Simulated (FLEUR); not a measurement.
# Collinear magnetic orders of GdRh2 with FLEUR

Aim: find out whether GdRh2 carries moments, and which collinear order costs least.

Program: FLEUR MaX-R8.1. Level of theory: LDA (VWN) with U = 4.02 eV, J = 0.7 eV on Gd f; all-electron FLAPW, Dirac cores, scalar-relativistic bands. Results are calculated unless marked as measured.

**1. The structure**

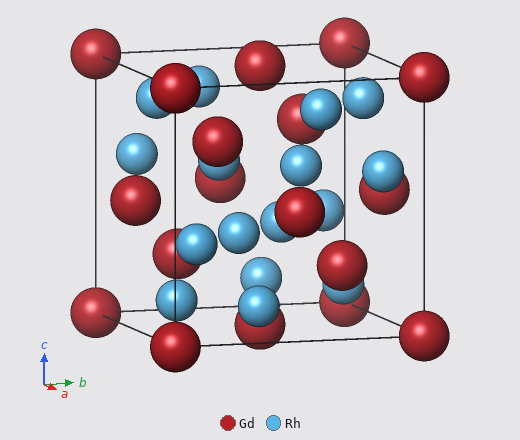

The starting structure, seen slightly off an axis (gadolinium red, rhodium blue). This picture shows the conventional cell, with its axes. Some periodic images of atoms are drawn too.

As a file:

```xyz
6
Lattice="0.0000 3.7657 3.7657 3.7657 0.0000 3.7657 3.7657 3.7657 0.0000" Properties=species:S:1:pos:R:3 pbc="T T T"
Gd    5.6485    5.6485    5.6485
Gd    3.7657    3.7657    3.7657
Rh    2.8243    2.8243    0.9414
Rh    2.8243    0.9414    2.8243
Rh    0.9414    0.9414    0.9414
Rh    0.9414    2.8243    2.8243
```

The cell comes from a database of computed structures and need not be the stable phase.

**2. Start 1: ferro ++**

The parallel start comes first: it shows whether parallel moments hold. The U counters the self-interaction that shrinks the moments of a localised shell.

The file n_mmp_mat seeds the f occupations with whole cubic orbitals by Hund's first rule, so that the U acts from the first pass. inpgen writes inp.xml from crystal.txt; cutoffs, mixing, functional, smearing and local orbitals are then set in the file. The k list default-1 (kpts.xml, not shown) is a Γ-centred 6×6×6 mesh; where the ranks do not divide the number of points, some are split in two of half the weight.

The input, inp.xml:

```
<?xml version="1.0" encoding="UTF-8" standalone="no"?>
<fleurInput fleurInputVersion="0.39">
   <comment>
      GdRh2
   </comment>
   <calculationSetup>
      <cutoffs Kmax="3.6" Gmax="10.8" GmaxXC="10.8" numbands="0"/>
      <scfLoop itmax="130" minDistance="0.0001" maxIterBroyd="15" imix="Anderson" alpha="0.05" precondParam="0.0" spinf="2.0" sdNocoIR="T"/>
      <coreElectrons ctail="T" frcor="F" kcrel="0" coretail_lmax="0"/>
      <xcFunctional name="vwn" relativisticCorrections="F"/>
      <magnetism jspins="2"/>
      <soc l_soc="F" theta="0.0" phi="0.0" spav="F"/>
      <expertModes spex="0" secvar="F"/>
      <geometryOptimization l_f="F" forcealpha="1.0" forcemix="BFGS" epsdisp="0.00001" epsforce="0.00001"/>
      <ldaU l_linMix="F" mixParam="0.05" spinf="1.0"/>
   </calculationSetup>
   <cell>
      <bzIntegration valenceElectrons="96.0" mode="hist" fermiSmearingEnergy="0.00293995">
         <kPointListSelection listName="default-1"/>
         <xi:include xmlns:xi="http://www.w3.org/2001/XInclude" href="kpts.xml"> </xi:include>
      </bzIntegration>
      <xi:include xmlns:xi="http://www.w3.org/2001/XInclude" href="sym.xml"> </xi:include>
      <bulkLattice scale="1.0">
         <bravaisMatrix>
            <row-1>    0.0000000000000000     7.1160836199329598     7.1160836199329598</row-1>
            <row-2>    7.1160836199329598     0.0000000000000000     7.1160836199329598</row-2>
            <row-3>    7.1160836199329598     7.1160836199329598     0.0000000000000000</row-3>
         </bravaisMatrix>
      </bulkLattice>
   </cell>
   <atomSpecies>
      <species name="Gadolinium7.000" element="Gd" atomicNumber="64">
         <mtSphere radius="2.8" gridPoints="925" logIncrement="0.014"/>
         <atomicCutoffs lmax="10" lnonsphr="8"/>
         <electronConfig flipSpins="F">
            <coreConfig>(1s1/2) (2s1/2) (2p1/2) (2p3/2) (3s1/2) (3p1/2) (3p3/2) (4s1/2) (3d3/2) (3d5/2) (4p1/2) (4p3/2) (4d3/2) (4d5/2)</coreConfig>
            <valenceConfig>(5s1/2) (5p1/2) (5p3/2) (6s1/2) (4f5/2) (4f7/2) (5d3/2) (5d5/2)</valenceConfig>
            <stateOccupation state="(4f5/2)" spinUp="2.5" spinDown="0.5"/>
            <stateOccupation state="(4f7/2)" spinUp="4.0" spinDown="0.0"/>
            <stateOccupation state="(5d3/2)" spinUp="0.4" spinDown="0.0"/>
            <stateOccupation state="(5d5/2)" spinUp="0.6" spinDown="0.0"/>
         </electronConfig>
         <energyParameters s="6" p="6" d="5" f="4"/>
         <ldaU l="3" U="4.02" J="0.7" l_amf="F"/>
         <lo type="SCLO" l="0" n="5" eDeriv="0"/>
         <lo type="SCLO" l="1" n="5" eDeriv="0"/>
      </species>
      <species name="Rhodium (Rh)" element="Rh" atomicNumber="45">
         <mtSphere radius="2.45" gridPoints="811" logIncrement="0.016"/>
         <atomicCutoffs lmax="10" lnonsphr="8"/>
         <electronConfig flipSpins="F">
            <coreConfig>(1s1/2) (2s1/2) (2p1/2) (2p3/2) (3s1/2) (3p1/2) (3p3/2) (4s1/2) (3d3/2) (3d5/2)</coreConfig>
            <valenceConfig>(4p1/2) (4p3/2) (5s1/2) (4d3/2) (4d5/2)</valenceConfig>
            <stateOccupation state="(5s1/2)" spinUp="0.500000" spinDown="0.500000"/>
            <stateOccupation state="(4d3/2)" spinUp="1.600000" spinDown="1.600000"/>
            <stateOccupation state="(4d5/2)" spinUp="2.400000" spinDown="2.400000"/>
         </electronConfig>
         <energyParameters s="5" p="5" d="4" f="4"/>
         <lo type="SCLO" l="1" n="4" eDeriv="0"/>
      </species>
   </atomSpecies>
   <atomGroups>
      <atomGroup species="Gadolinium7.000">
         <relPos label="                   1">-3.000/8.000 -3.000/8.000 -3.000/8.000</relPos>
         <relPos label="                   2">3.000/8.000 3.000/8.000 3.000/8.000</relPos>
         <force calculate="T" relaxXYZ="TTT"/>
      </atomGroup>
      <atomGroup species="Rhodium (Rh)">
         <relPos label="                   3">.0000000000 .0000000000 1.000/2.000</relPos>
         <relPos label="                   4">.0000000000 1.000/2.000 .0000000000</relPos>
         <relPos label="                   5">.0000000000 .0000000000 .0000000000</relPos>
         <relPos label="                   6">1.000/2.000 .0000000000 .0000000000</relPos>
         <force calculate="T" relaxXYZ="TTT"/>
      </atomGroup>
   </atomGroups>
   <output dos="F" band="F" slice="F">
      <bandDOS minEnergy="-.5*Htr" maxEnergy="0.5*Htr" sigma="0.015" storeEVData="T"/>
      <plotting iplot="0" polar="F">
         <plot TwoD="T" vec1="  1.0  0.0  0.0" vec2="  0.0  1.0  0.0" vec3="  0.0  0.0  1.0" zero="  0.0  0.0  0.0" file="plot"/>
      </plotting>
      <moessbauerParams electricFieldGradient="F" isomerShift="F" coreHyperfine="F" valenceHyperfine="F"/>
   </output>
</fleurInput>
```

The input, crystal.txt:

```
GdRh2
&input film=F cartesian=F /
0.00000000000  3.76566928260  3.76566928260
3.76566928260  0.00000000000  3.76566928260
3.76566928260  3.76566928260  0.00000000000
1.8897261246
1.0 1.0 1.0

6
64 0.75000000000  0.75000000000  0.75000000000 : 7.000
64 0.50000000000  0.50000000000  0.50000000000 : 7.000
45 0.12500000000  0.12500000000  0.62500000000
45 0.12500000000  0.62500000000  0.12500000000
45 0.12500000000  0.12500000000  0.12500000000
45 0.62500000000  0.12500000000  0.12500000000

&kpt div1=6 div2=6 div3=6 gamma=T /
```

The run is started by

```bash
OMP_NUM_THREADS=1 inpgen -f crystal.txt > inpgen.log  # inp.xml is then edited as shown
OMP_NUM_THREADS=1 mpirun -n 4 fleur_MPI > fleur.log
```

The log of the run:

```text
Welcome to FLEUR        (www.flapw.de)
      MaX-Release 8.1          (www.max-centre.eu)

 ========== k-point set info ==========
 Selected k-point list: default-1
 k-point list type: mesh
 6 x 6 x 6
 Number of k points: 16

 ------------Calculation Setup---------------------------
 Number of MPI-tasks      :            4
 Number of PE/node        :            4
 Number of OMP-threads    :            1
 k-points in parallel     :            4
 pe's per k-point         :            1
 No of k-point loops      :            4
 Eigenvalue solver        :       lapack
 Number of basis functions:          624
 Approximate size of matrices (H+S) per k-point:         0.006 GB
 --------------------------------------------------------
 Iteration:     1   Distance:      19.99583424 me/bohr^3
 Iteration:     2   Distance:      19.18898581 me/bohr^3
 Iteration:     3   Distance:      14.42425903 me/bohr^3
 Iteration:     4   Distance:       5.46471594 me/bohr^3
 Iteration:     5   Distance:       4.81322103 me/bohr^3
 Iteration:     6   Distance:       2.20239453 me/bohr^3
 Iteration:     7   Distance:       1.23204126 me/bohr^3
 Iteration:     8   Distance:       1.29260142 me/bohr^3
 Iteration:     9   Distance:       0.33586933 me/bohr^3
 Iteration:    10   Distance:       0.05465446 me/bohr^3
 Iteration:    11   Distance:       0.04931265 me/bohr^3
 Iteration:    12   Distance:       0.01882018 me/bohr^3
 Iteration:    13   Distance:       0.01168485 me/bohr^3
 Iteration:    14   Distance:       0.00408118 me/bohr^3
 Iteration:    15   Distance:       0.00226464 me/bohr^3
 Iteration:    16   Distance:       0.00143211 me/bohr^3
 Iteration:    17   Distance:       0.00125431 me/bohr^3
 Iteration:    18   Distance:       0.00053185 me/bohr^3
 Iteration:    19   Distance:       0.00021384 me/bohr^3
 Iteration:    20   Distance:       0.00008777 me/bohr^3

 ********************************************************************
 Run finished successfully
 Stop message:
   all done
 ********************************************************************

--- out.xml (last complete iteration) ---
<iteration numberForCurrentRun="   20" overallNumber="   20">
         [... left out ...]
         <bandgap value="0.0344168211" units="eV"/>
         <sumValenceSingleParticleEnergies value="-23.3812777474" units="Htr"/>
         <FermiEnergy value="0.4163648107" units="Htr"/>
         <valenceDensity>
            <mtCharges spin="1">
               <mtCharge atomType="1" total="11.6355198" s="1.1115356" p="3.0070312" d="0.5345671" f="6.9752890"/>
               <mtCharge atomType="2" total="6.8369730" s="0.2067921" p="3.1363373" d="3.4699378" f="0.0183853"/>
            </mtCharges>
            <mtCharges spin="2">
               <mtCharge atomType="1" total="4.5401566" s="1.0952055" p="2.9726251" d="0.3909105" f="0.0746051"/>
               <mtCharge atomType="2" total="6.9076139" s="0.2109022" p="3.1269996" d="3.5464885" f="0.0178066"/>
            </mtCharges>
            <spinDependentCharge spin="1" total="55.0731880" interstitial="4.4542563" mtSpheres="50.6189317"/>
            <spinDependentCharge spin="2" total="40.9268120" interstitial="4.2160431" mtSpheres="36.7107689"/>
            <totalCharge value="96.0000000000"/>
         </valenceDensity>
         [... left out ...]
         <allElectronCharges>
            <spinDependentCharge spin="1" total="161.0731880" interstitial="4.4586469" mtSpheres="156.6145410"/>
            <spinDependentCharge spin="2" total="146.9268120" interstitial="4.2204273" mtSpheres="142.7063847"/>
            <totalCharge value="307.9999999188"/>
         </allElectronCharges>
         <magneticMomentsInMTSpheres units="muBohr">
            <globalMagMoment atomType="1" vec="0.00000   0.00000   7.09536"/>
            <localMagMoment atomType="1" vec="0.00000   0.00000   7.09536"/>
            <globalMagMoment atomType="2" vec="0.00000   0.00000  -0.07064"/>
            <localMagMoment atomType="2" vec="0.00000   0.00000  -0.07064"/>
         </magneticMomentsInMTSpheres>
         <moessbauerParams unitsHFF="kG" unitsIS="e/bohr^3" unitsEFG="Htr/bohr^2">
         </moessbauerParams>
         <totalEnergy value="   -41669.0915161799" units="Htr">
            <sumOfEigenvalues value="   -25260.8224464233">
               <coreElectrons value="-25237.4411686759"/>
               <valenceElectrons value="-23.3812777474"/>
            </sumOfEigenvalues>
            <densityCoulombPotentialIntegral value="-68412.8098185566"/>
            <densityEffectivePotentialIntegral value="-69769.8494410750"/>
            <chargeDenXCDenIntegral value="-1023.1743209020"/>
            <FockExchangeEnergyValence value="0.0000000000"/>
            <FockExchangeEnergyCore value="0.0000000000"/>
            <atomTypeDependentContributions atomType="1">
               <electronNucleiInteractionDifferentMTs value="27676.8269979679"/>
               <MadelungTerm value="-65.8589292184"/>
            </atomTypeDependentContributions>
            <atomTypeDependentContributions atomType="2">
               <electronNucleiInteractionDifferentMTs value="23123.0152305497"/>
               <MadelungTerm value="-83.6862598482"/>
            </atomTypeDependentContributions>
            <dftUCorrection value="-0.8481369331"/>
            <tkbTimesEntropy value="0.0025900620"/>
            <freeEnergy value="-41669.0941062420"/>
            <extrapolationTo0K value="-41669.0928112109"/>
         </totalEnergy>
         <ldaUDensityMatrix>
            <densityMatrixFor spin="1" atomType="1" uIndex="1" l="3" U="4.02000000" J="0.70000000">
               (+0.99666,+0.00000) (+0.00000,+0.00000) (+0.00000,+0.00000) (+0.00000,+0.00000) (-0.00030,+0.00000) (+0.00000,+0.00000) (+0.00000,+0.00000)
               (+0.00000,+0.00000) (+0.99596,+0.00000) (+0.00000,+0.00000) (+0.00000,+0.00000) (+0.00000,+0.00000) (+0.00109,+0.00000) (+0.00000,+0.00000)
               (+0.00000,+0.00000) (+0.00000,+0.00000) (+0.99681,+0.00000) (+0.00000,+0.00000) (+0.00000,+0.00000) (+0.00000,+0.00000) (-0.00030,+0.00000)
               (+0.00000,+0.00000) (+0.00000,+0.00000) (+0.00000,+0.00000) (+0.99643,+0.00000) (+0.00000,+0.00000) (+0.00000,+0.00000) (+0.00000,+0.00000)
               (-0.00030,+0.00000) (+0.00000,+0.00000) (+0.00000,+0.00000) (+0.00000,+0.00000) (+0.99681,+0.00000) (+0.00000,+0.00000) (+0.00000,+0.00000)
               (+0.00000,+0.00000) (+0.00109,+0.00000) (+0.00000,+0.00000) (+0.00000,+0.00000) (+0.00000,+0.00000) (+0.99596,+0.00000) (+0.00000,+0.00000)
               (+0.00000,+0.00000) (+0.00000,+0.00000) (-0.00030,+0.00000) (+0.00000,+0.00000) (+0.00000,+0.00000) (+0.00000,+0.00000) (+0.99666,+0.00000)
            </densityMatrixFor>
            <densityMatrixFor spin="2" atomType="1" uIndex="1" l="3" U="4.02000000" J="0.70000000">
               (+0.01149,+0.00000) (+0.00000,+0.00000) (+0.00000,+0.00000) (+0.00000,+0.00000) (-0.00035,+0.00000) (+0.00000,+0.00000) (+0.00000,+0.00000)
               (+0.00000,+0.00000) (+0.00852,+0.00000) (+0.00000,+0.00000) (+0.00000,+0.00000) (+0.00000,+0.00000) (+0.00342,+0.00000) (+0.00000,+0.00000)
               (+0.00000,+0.00000) (+0.00000,+0.00000) (+0.01167,+0.00000) (+0.00000,+0.00000) (+0.00000,+0.00000) (+0.00000,+0.00000) (-0.00035,+0.00000)
               (+0.00000,+0.00000) (+0.00000,+0.00000) (+0.00000,+0.00000) (+0.01123,+0.00000) (+0.00000,+0.00000) (+0.00000,+0.00000) (+0.00000,+0.00000)
               (-0.00035,+0.00000) (+0.00000,+0.00000) (+0.00000,+0.00000) (+0.00000,+0.00000) (+0.01167,+0.00000) (+0.00000,+0.00000) (+0.00000,+0.00000)
               (+0.00000,+0.00000) (+0.00342,+0.00000) (+0.00000,+0.00000) (+0.00000,+0.00000) (+0.00000,+0.00000) (+0.00852,+0.00000) (+0.00000,+0.00000)
               (+0.00000,+0.00000) (+0.00000,+0.00000) (-0.00035,+0.00000) (+0.00000,+0.00000) (+0.00000,+0.00000) (+0.00000,+0.00000) (+0.01149,+0.00000)
            </densityMatrixFor>
         </ldaUDensityMatrix>
         <ldaUDensityMatrixConvergence>
            <distance spin="1" distance="0.000000"/>
            <distance spin="2" distance="0.000000"/>
         </ldaUDensityMatrixConvergence>
         <densityConvergence units="me/bohr^3">
            <chargeDensity spin="1" distance="0.0000665343"/>
            <chargeDensity spin="2" distance="0.0000359568"/>
            <overallChargeDensity distance="0.0000877702"/>
            <spinDensity distance="0.0000611212"/>
         </densityConvergence>
      </iteration>
```

Wall time 35 s (4 MPI ranks of Intel Xeon 6975P-C (Granite Rapids), shared host); peak memory 0.33 GiB; 2.3 min of CPU time.

Spin moment in the muffin-tin sphere by atom:

```tsv
atom	spin moment in the muffin-tin sphere (μB)
Gd1	7.10
Gd2	7.10
Rh3	-0.07
Rh4	-0.07
Rh5	-0.07
Rh6	-0.07
```

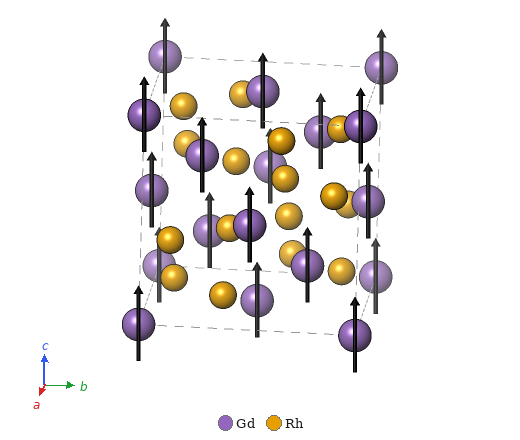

Spin moment in the muffin-tin sphere as arrows, the longest 7.10 μB. Up and down stand for the sign. Arrows give size and sign along the axis of quantisation, drawn up and down the page. Some periodic images of atoms are drawn too.

Numbers from this step:

```
free energy                                                       : -1133873.8142 eV
program's band gap on this mesh (in a metal only a level spacing) : 0.03442 eV
magnetization                                                     : 14.15 μB
final state                                                       : ferromagnetic, with opposed induced moments
```

After 20 cycles the largest moment stands at 7.10 μB.

(Part 1 of 2 ends here.)

[Logs and program files are shortened in this print: banners, set-up blocks, solver, clock and traceback lines can be left out without a mark of their own.]

[Logs are printed without paths, hosts, clocks, repeated set-up lines and the standing remarks that a program may print on its own settings, such as how far it seeks lower states.]

[Hosts, paths, dates, database ids (printed as entryN), source tags and the programs' standing remarks are cut or masked in the printed files.]

[Where a cell is said to come from a database of computed structures, the database is the Materials Project.]
